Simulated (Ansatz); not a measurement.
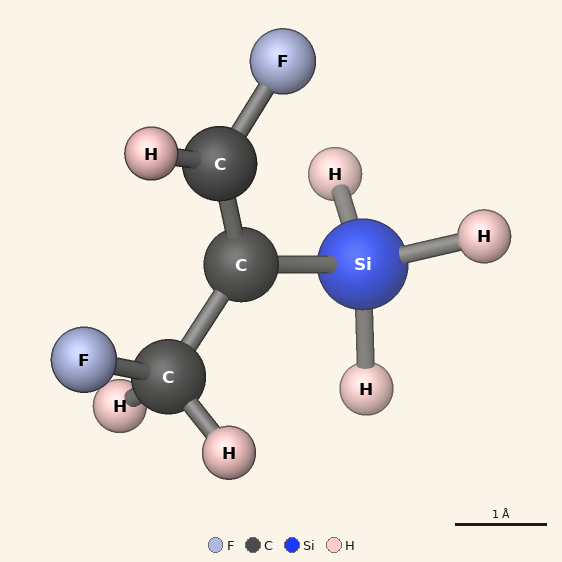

Distant atoms are faded towards the background colour. Computed geometry: PBE-D4/def2-SVP optimisation. No frequency run is at hand to confirm it as a minimum. Masses are those of the most abundant isotopes; constants are for the rigid equilibrium geometry.

Classify the rotor and give the rotational constants (GHz).

An asymmetric top (Cs): A = 3.39, B = 2.00, C = 1.29 GHz. Ray's parameter κ is −0.32, nearer the prolate limit.
